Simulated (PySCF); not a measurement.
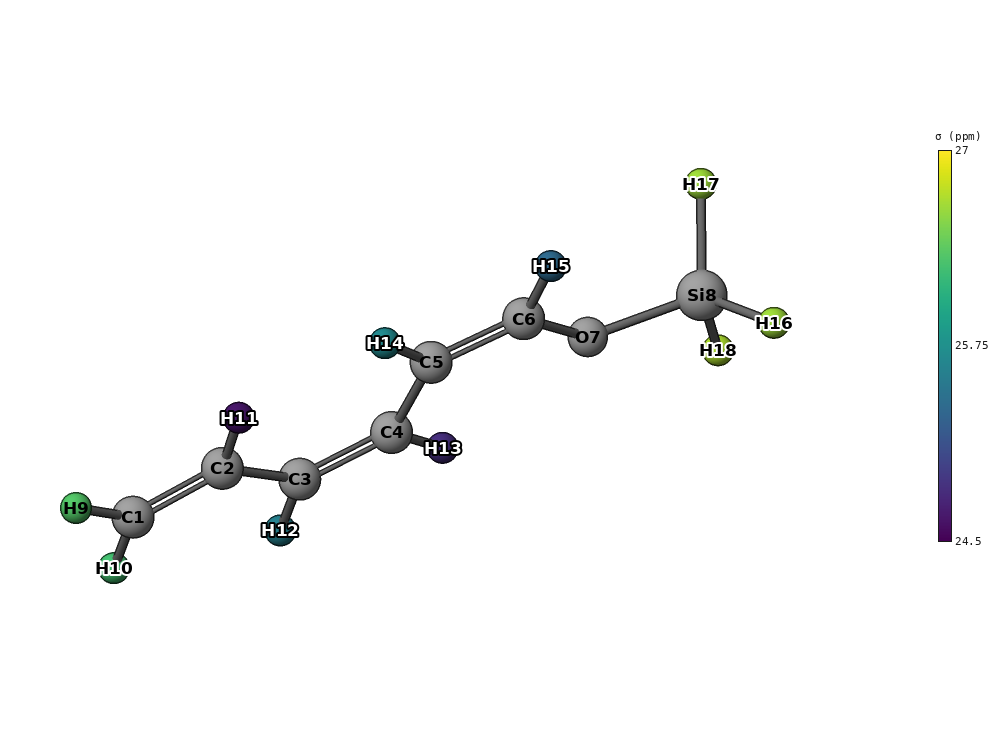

Atoms are coloured by their isotropic NMR shieldings (H only, the others grey). The geometry was computed by an optimisation with GFN2-xTB. No frequency run is at hand to confirm it as a minimum. Method: GIAO PBE0/pcSseg-1 NMR shielding, non-relativistic, gas phase (PySCF 2.14.0).

> Which H atom is the most shielded (lowest chemical shift)?

H18 (26.70 ppm).

> Which H atom is the least shielded (highest chemical shift)?

H11 (24.65 ppm).

> How wide is the range of H shifts?

2.05 ppm.

List the isotropic NMR shieldings of the H atoms.

```
atom  σ (ppm)
  H9    26.33
 H10    26.25
 H11    24.65
 H12    25.58
 H13    24.84
 H14    25.68
 H15    25.36
 H16    26.63
 H17    26.64
 H18    26.70
```

The geometry is semi-empirical. Around Si such bond lengths and angles can be off by a tenth of an ångström or more and by several degrees, and values that hang on the shape move with them.
